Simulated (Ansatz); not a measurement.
# Ligand exchange: SnH3F + GeH2(CH3)(SH) → SnH3(SH) + GeH2(CH3)F

Gas-phase species: SnH3F `[F][SnH3]`, singlet; GeH2(CH3)(SH), singlet; SnH3(SH), singlet; GeH2(CH3)F, singlet. The partners trade F for SH: Sn–F and Ge–SH bonds give way to Sn–SH and Ge–F.

Shapes, held fixed at every level: PBE0-D4/def2-TZVP. Flexible molecules stand in one conformer, not always the lowest. Programs: Ansatz 0.2.0. The zero-point and thermal change to 298 K, harmonic and unscaled (PBE0-D4/def2-TZVP), is +0.1 kJ/mol.

```
               level                    kind  ΔH(298 K) (kJ/mol)  less CCSD(T)/def2-TZVPP
r2SCAN-D4/def2-TZVPP                meta-GGA               -19.1                     +4.0
  wB97M-V/def2-TZVPP  range-separated hybrid               -21.1                     +2.0
   B2PLYP/def2-TZVPP           double hybrid               -21.9                     +1.2
      MP2/def2-TZVPP     perturbation theory               -23.9                     -0.8
    CCSD(T)/def2-SVP   coupled cluster or CI               -27.3                     -4.2
       CCSD/def2-SVP   coupled cluster or CI               -27.7                     -4.6
  CCSD(T)/def2-TZVPP   coupled cluster or CI               -23.1                      0.0
```

The highest level, CCSD(T)/def2-TZVPP, gives ΔH(298 K) = -23.1 kJ/mol; the levels span -27.7 to -19.1. The column of differences is taken from that level and isn't an error. No measured value is set beside it here. For atoms past krypton def2 sets carry core potentials with scalar relativity. Relativity is left out for Ge. Outer-core shells of Ge, Sn are correlated, in sets that cover them unevenly.

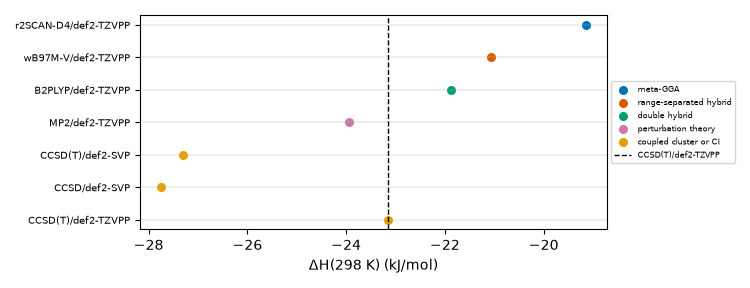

The values of the table, level by level.
